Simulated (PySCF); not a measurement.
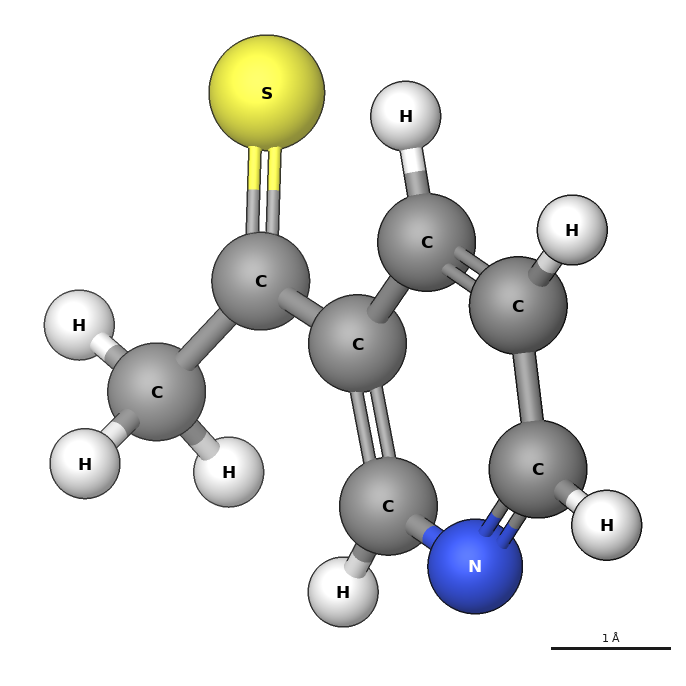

Rendered structure (ball-and-stick style). Multiple sticks mark multiple bonds (one Kekulé form).

Computed geometry: GFN2-xTB optimisation. No frequency run is at hand to confirm it as a minimum.

Which formula does it have?

C7H7NS, 16 atoms: 7 carbon, 7 hydrogen, 1 nitrogen and 1 sulfur.

How many bonds of each kind are drawn?

7 C–H, 6 C–C, 2 C–N, 1 C–S.

The parts below concern this one geometry. Atoms keep their numbers from picture to picture.

Shape

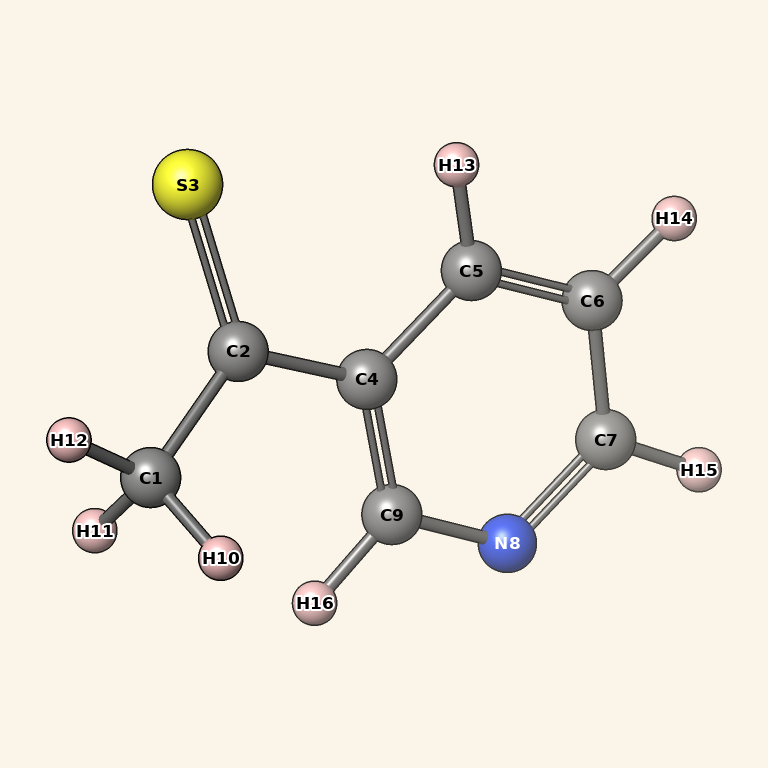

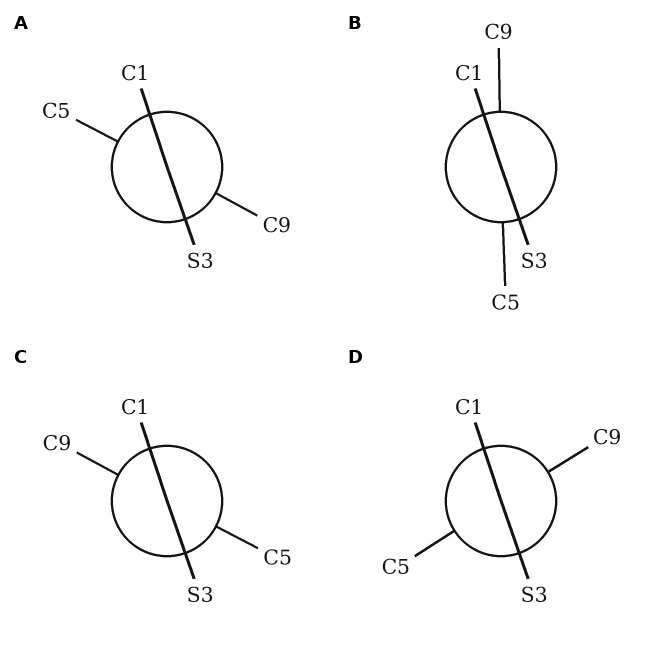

Distant atoms are faded towards the background colour. Bonds that would overlap in a projection are set slightly apart. No frequency run is at hand to confirm it as a minimum.

Which Newman projection shows the view along C2–C4, with C2 in front?

B. The torsion angle S3–C2–C4–C5 is 17°, synperiplanar.

Quadrupole coupling

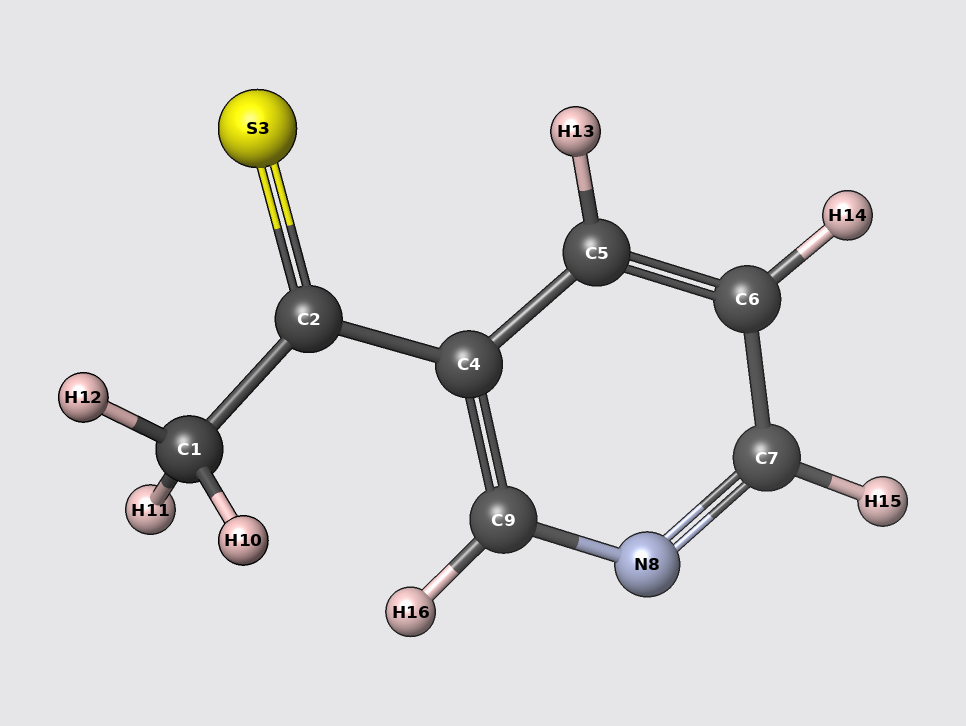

No frequency run is at hand to confirm it as a minimum. Electric field gradients from the ground-state density, PBE0/pcSseg-1 (PySCF 2.14.0), non-relativistic apart from any core potentials.

Give the largest field-gradient component, the quadrupole coupling constant and the asymmetry for 33S at S3 (Q = −67.81 mb), 14N at N8 (Q = 20.44 mb), 2H at H10 (Q = 2.86 mb), 2H at H11 (Q = 2.86 mb), 2H at H12 (Q = 2.86 mb), 2H at H13 (Q = 2.86 mb).

```csv
atom,V_zz (a.u.),e²qQ/h (MHz),η
S3,−2.938,46.8,0.16
N8,−1.153,−5.54,0.38
H10,0.308,0.207,0.03
H11,0.308,0.207,0.03
H12,0.308,0.207,0.02
H13,0.315,0.211,0.04
```

Bond orders

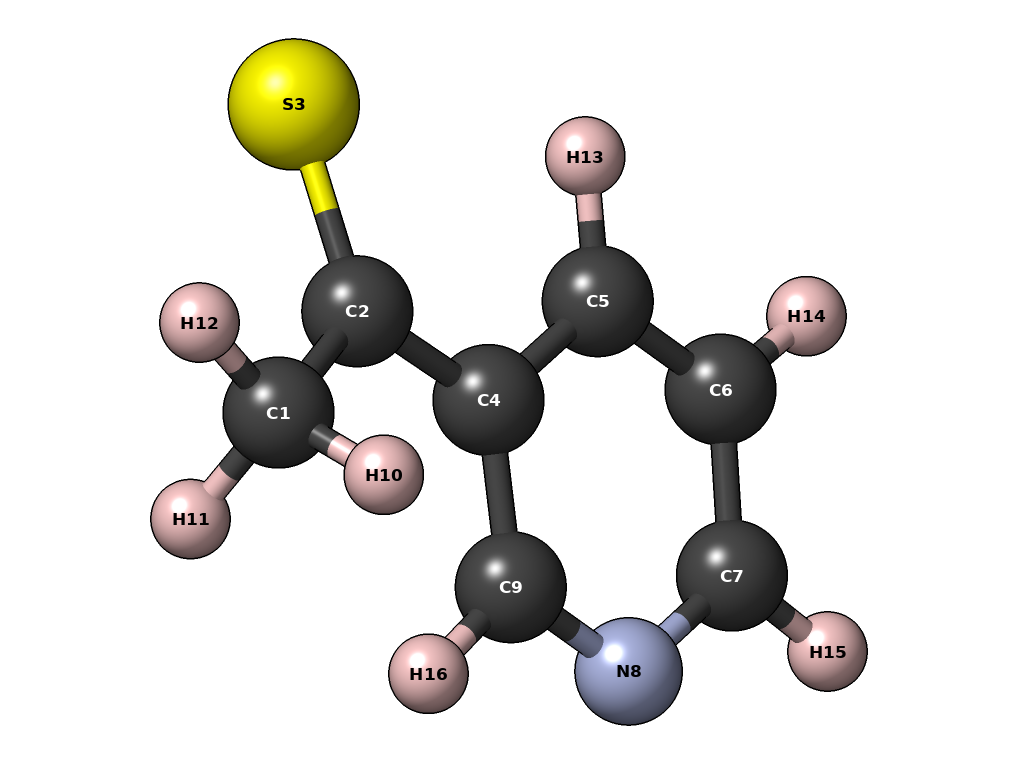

Every bond is drawn as one stick. No frequency run is at hand to confirm it as a minimum. Computed with PBE0/pcSseg-1 (PySCF 2.14.0).

Which bond between heavy atoms has the lowest Mayer bond order?

C2–C4, 0.97, at 1.454 Å.

List the Mayer bond orders of C1–C2, C2–S3, C2–C4, C4–C5, C4–C9, C5–C6, C6–C7, C7–N8, N8–C9 (bonds between heavy atoms, one of each equivalent set).

```csv
bond,Mayer order,length (Å)
C1–C2,1.06,1.491
C2–S3,1.88,1.637
C2–C4,0.97,1.454
C4–C5,1.38,1.400
C4–C9,1.34,1.402
C5–C6,1.46,1.380
C6–C7,1.37,1.389
C7–N8,1.47,1.323
N8–C9,1.49,1.316
```

Charges

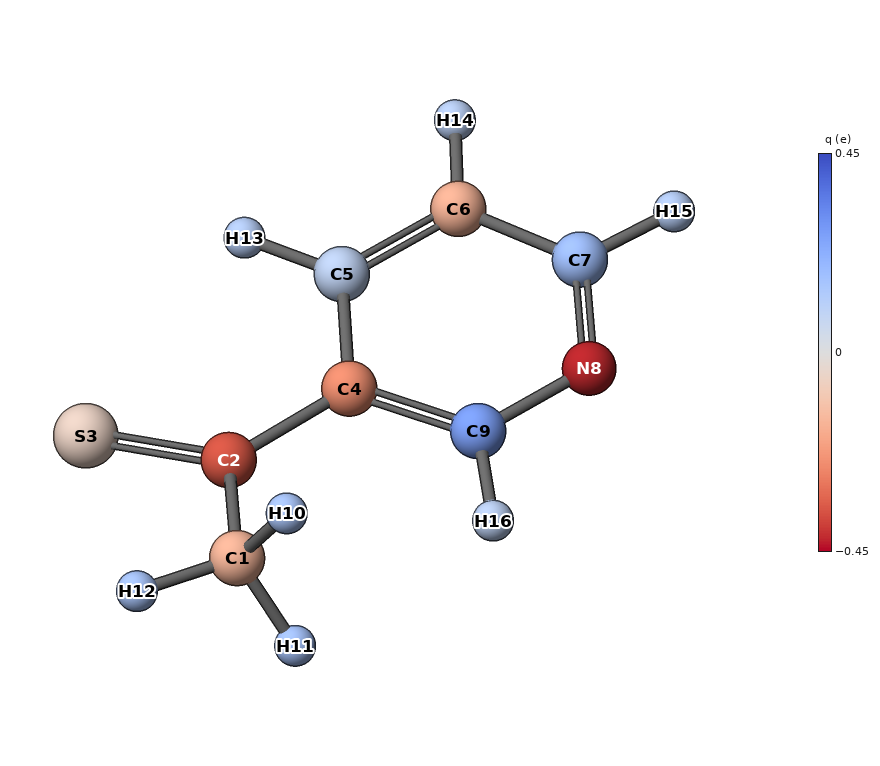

Atoms are coloured by their Mulliken charges. No frequency run is at hand to confirm it as a minimum. Method: PBE0/pcSseg-1, gas phase (PySCF 2.14.0).

Which atom carries the highest charge (most positive or least negative)?

C9 (0.26 e).

And the lowest?

N8 (−0.42 e).

List the Mulliken charges.

```json
{"atom": "C1", "value (e)": "−0.15"}
{"atom": "C2", "value (e)": "−0.35"}
{"atom": "S3", "value (e)": "−0.05"}
{"atom": "C4", "value (e)": "−0.24"}
{"atom": "C5", "value (e)": "0.09"}
{"atom": "C6", "value (e)": "−0.16"}
{"atom": "C7", "value (e)": "0.17"}
{"atom": "N8", "value (e)": "−0.42"}
{"atom": "C9", "value (e)": "0.26"}
{"atom": "H10", "value (e)": "0.14"}
{"atom": "H11", "value (e)": "0.15"}
{"atom": "H12", "value (e)": "0.15"}
{"atom": "H13", "value (e)": "0.11"}
{"atom": "H14", "value (e)": "0.10"}
{"atom": "H15", "value (e)": "0.11"}
{"atom": "H16", "value (e)": "0.09"}
```

Mulliken values depend strongly on the basis set and can even reverse the polarity of a bond.
